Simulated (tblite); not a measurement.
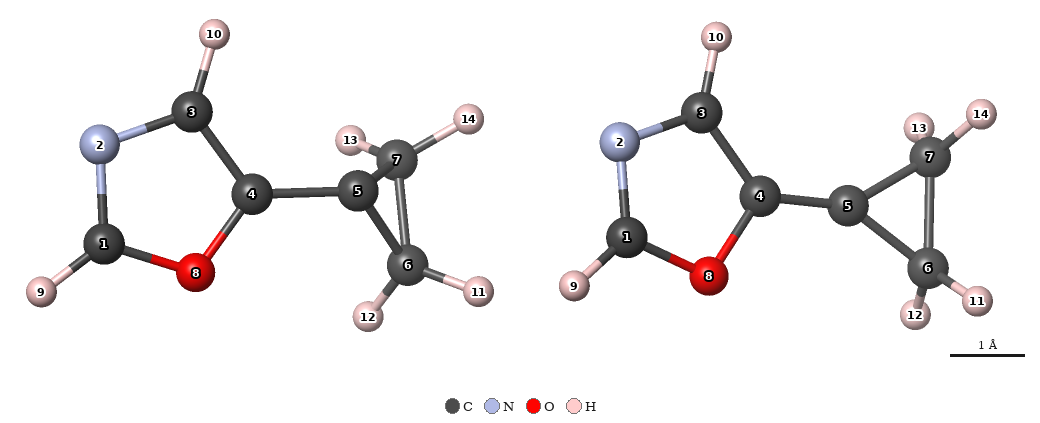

Two geometries of C6H6NO (multiplicity 2), drawn at one scale. One is the start of a relaxation, the other its converged end. Style: ball-and-stick. Shown at a tilt.

Computed with GFN2-xTB geometry optimisation, gas phase (tblite). 

Which geometry has the lower energy?

The right one is the relaxed one. The largest move after the best rigid fit is that of C5, 0.74 Å. Largest moves by element: C 0.74 Å, H 0.69 Å, N 0.22 Å, O 0.11 Å. Near-neighbour distances that change, for instance: C4–C5 1.467 → 1.351 Å, C4–O8 1.324 → 1.380 Å, C1–N2 1.348 → 1.298 Å, C5–C7 1.495 → 1.458 Å. Among the angles between lasting bonds that change: C4–C5–C6 122.8° → 149.6°, C4–C5–C7 122.7° → 147.7°, O8–C1–H9 126.2° → 118.8°. Over 58 geometry steps the energy falls by 21.8 kcal/mol. Cost: 0.31 s on 1 thread of Arm Neoverse V1 (shared host).
